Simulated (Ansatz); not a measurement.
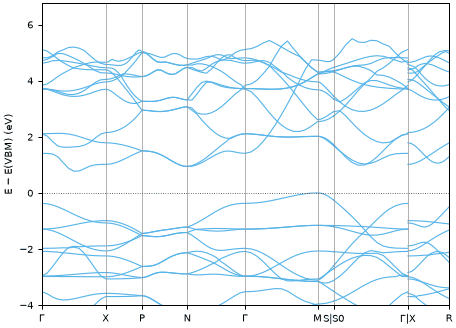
Figure: Band structure from r²SCAN in the plane-wave PAW code Ansatz

Problem. Read off the gap and where the band edges lie.

Solution. About 0.8 eV (0.76 eV by a search for the band edges); maximum at M, minimum on the Γ–X line, 54 % of the way from Γ.

Problem. Pick the material that matches.
A) Al2ZnTe4, I-4 (Al on 2d, Al on 2b, Zn on 2a, Te on 8g)
B) BaTe2, I4/mcm (Ba on 4a, Te on 8h)
C) SrTiO3, I4/mcm (Sr on 4b, Ti on 4c, O on 8h, O on 4a)
D) AlCuGeSe4, I-4 (Al on 2c, Cu on 2a, Ge on 2b, Se on 8g)

Solution. B, BaTe2, I4/mcm (Ba on 4a, Te on 8h)

The workflow started from a Materials Project entry (that database holds measured and hypothetical structures alike); the Crystallography Open Database copy checked does not list it. Its standing as an ambient phase is unchecked. The cell was relaxed with r²SCAN under the symmetry of its start; whether a distortion lowers the energy is not shown. Spin–orbit coupling is left out wherever it is not named.

Potentials: the later of the program's two PAW sets.
